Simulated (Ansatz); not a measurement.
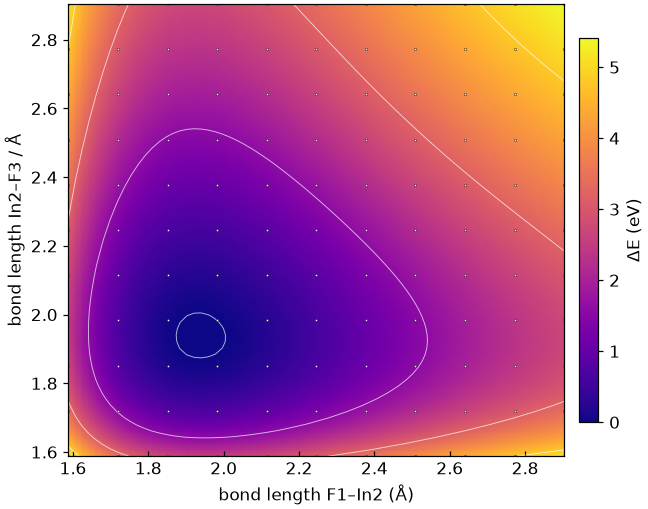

Energy landscape of ClF₂In, SMILES [F][In]([F])[Cl]. 
- First axis: bond length F1–In2. Second axis: bond length In2–F3.
- Nothing is relaxed (all other coordinates rigid).
- Grid: 11 × 11 points; 66 points were computed and 55 follow by symmetry.
- Energies are in eV, from the lowest grid point.
- The reference is spin-restricted, which grows unreliable where a bond is stretched far.
- Method: RKS B3LYP-D4/def2-TZVP in Ansatz 0.2.0.

In the figure: a smooth colour map with a few white contour lines, dots at the grid points. Between grid points the surface is interpolated. 

**Where are the wells?**

The lowest grid point is at bond length F1–In2 = 1.983 Å, bond length In2–F3 = 1.983 Å. It is the only kind of minimum in the scanned range. The highest grid point, bond length F1–In2 = 2.904 Å, bond length In2–F3 = 2.904 Å, lies 5.41 eV above the lowest. Round the minimum the contours are nearly round: the two directions are equally stiff and uncoupled.

The values on the grid:

| bond length In2–F3 ↓, bond length F1–In2 → | 1.588 | 1.719 | 1.851 | 1.983 | 2.114 | 2.246 | 2.378 | 2.509 | 2.641 | 2.773 | 2.904 |
| --- | --- | --- | --- | --- | --- | --- | --- | --- | --- | --- | --- |
| 2.904 | 5.14 | 3.40 | 2.77 | 2.74 | 3.00 | 3.39 | 3.83 | 4.27 | 4.68 | 5.07 | 5.41 |
| 2.773 | 4.78 | 3.04 | 2.41 | 2.37 | 2.63 | 3.03 | 3.48 | 3.91 | 4.33 | 4.72 | 5.07 |
| 2.641 | 4.38 | 2.63 | 2.00 | 1.97 | 2.23 | 2.63 | 3.08 | 3.52 | 3.94 | 4.33 | 4.68 |
| 2.509 | 3.95 | 2.20 | 1.57 | 1.53 | 1.79 | 2.19 | 2.64 | 3.09 | 3.52 | 3.91 | 4.27 |
| 2.378 | 3.52 | 1.76 | 1.12 | 1.08 | 1.34 | 1.74 | 2.19 | 2.64 | 3.08 | 3.48 | 3.83 |
| 2.246 | 3.10 | 1.33 | 0.68 | 0.63 | 0.89 | 1.28 | 1.74 | 2.19 | 2.63 | 3.03 | 3.39 |
| 2.114 | 2.75 | 0.96 | 0.30 | 0.24 | 0.49 | 0.89 | 1.34 | 1.79 | 2.23 | 2.63 | 3.00 |
| 1.983 | 2.55 | 0.74 | 0.07 | 0.00 | 0.24 | 0.63 | 1.08 | 1.53 | 1.97 | 2.37 | 2.74 |
| 1.851 | 2.68 | 0.84 | 0.15 | 0.07 | 0.30 | 0.68 | 1.12 | 1.57 | 2.00 | 2.41 | 2.77 |
| 1.719 | 3.44 | 1.56 | 0.84 | 0.74 | 0.96 | 1.33 | 1.76 | 2.20 | 2.63 | 3.04 | 3.40 |
| 1.588 | 5.36 | 3.44 | 2.68 | 2.55 | 2.75 | 3.10 | 3.52 | 3.95 | 4.38 | 4.78 | 5.14 |

The input of one point:

```yaml
crystal:
  periodic: [false, false, false]
  atoms:
    - { symbol: F, position_ang: [0.593178, 0.61825, 1.76269] }
    - { symbol: In, position_ang: [0.034341, -0.056961, -0.016096] }
    - { symbol: F, position_ang: [0.844046, -1.790015, -0.538771] }
    - { symbol: Cl, position_ang: [-1.436471, 1.079937, -1.366059] }
basis:
  gaussian: { orbitals: def2-TZVP }
hamiltonian:
  xc: { name: B3LYP }
  dispersion: d4
output:
  forces: true
```

Each point was launched as `ansatz run input.yaml --threads 1 --pin off --max-ram 2560MiB --backend cpu --events-out ev --progress --plain --runs-dir out`. The whole map (66 points run) took 5.8 min on 1 thread of Arm Neoverse V2 (shared host).
